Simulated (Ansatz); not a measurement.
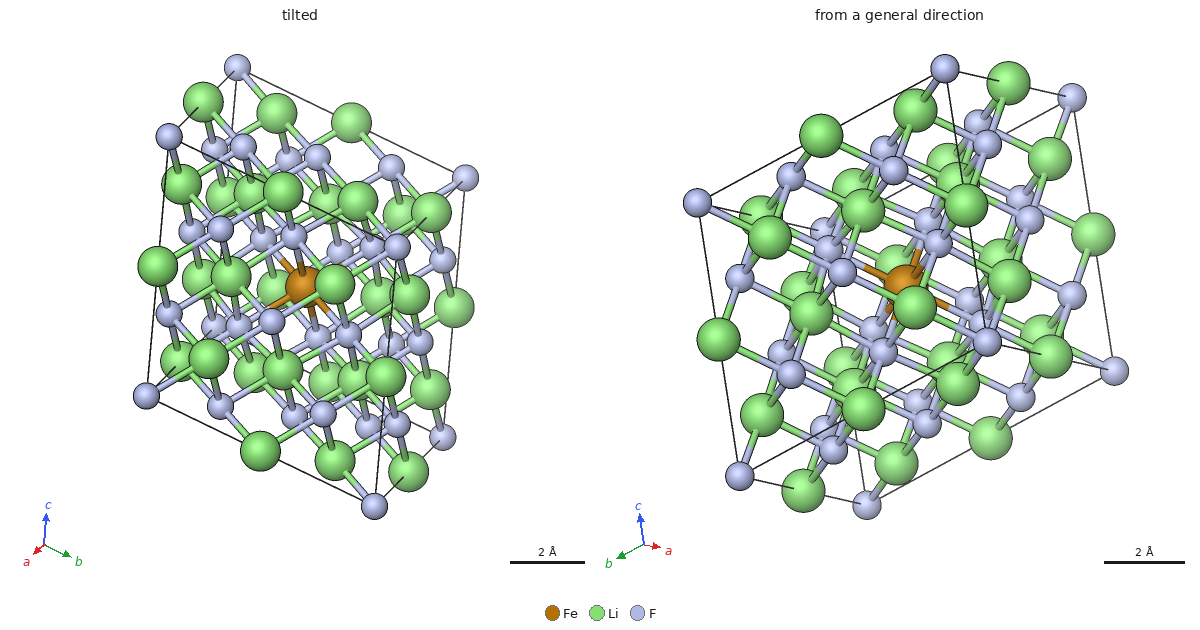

Shown here is a ball-and-stick view of the crystal, taken slightly off an axis and from a general direction. The outline marks the supercell. The host is LiF, in a cell of 32 sites, and the cell is neutral.

### Describe the defect.

Iron on a lithium site (a substitutional impurity). It is bonded to six F in an octahedral arrangement at about 2.2 Å.

Electronic-structure method: DFT PBE, scalar-relativistic, plane waves, PAW (Ansatz 0.2.0). Parameters: plane-wave cutoff 420 eV, k-grid 2×2×2, Gaussian smearing of 0.01 eV, collinear spins.

### Is the defect spin-polarised?

Yes, 3.0 μB in the cell.

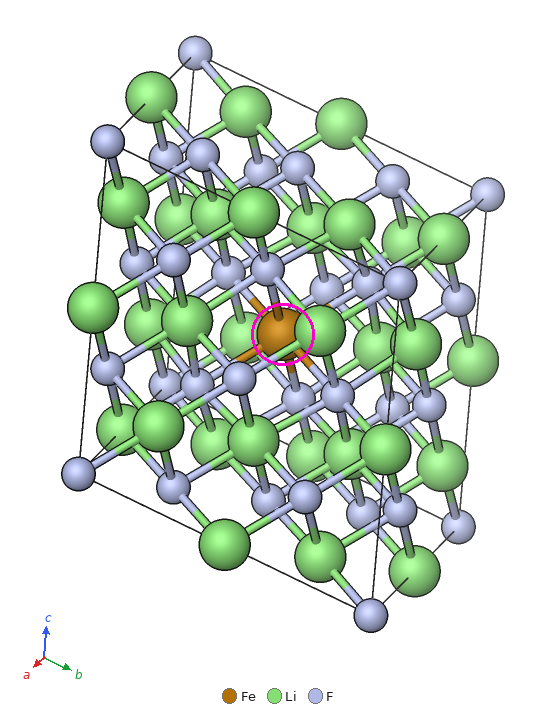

The same cell with a ring at the defect's site.

The atoms were relaxed in the host's cell with DFT PBE, scalar-relativistic, plane waves, PAW (Ansatz 0.2.0).
